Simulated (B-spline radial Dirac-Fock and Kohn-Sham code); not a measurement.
Atomic Ta. The calculation used a Dirac–Hartree–Slater potential; 1 + βP₂(cos θ) + (δ + γ cos²θ) sin θ cos φ with E1 and E1–E2 terms (a radial B-spline solver). Open shells are averaged over j.

Predict the main features of the following plot. Angular distribution of photoelectrons from N3 (4p3/2) in the plane of the polarisation E (up) and the photon direction k (right), relative to an isotropic one.

At 6.28 keV, β = 1.728, γ = 0.289 and δ = 0.013. At 6.28 keV the emission 45° forward of E is 1.2 times that 45° backward, and the lobe peaks 3.0° from E towards k.

The result:

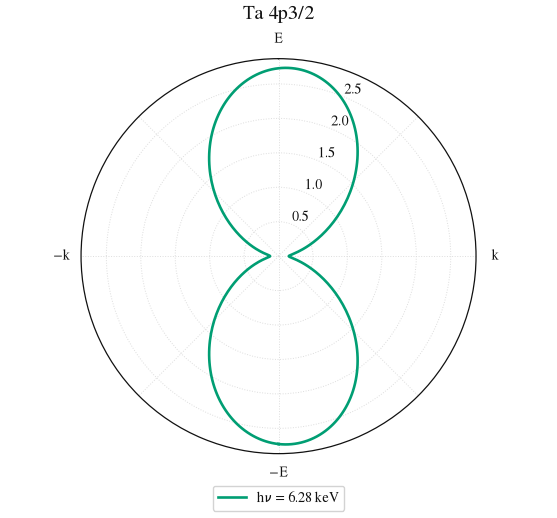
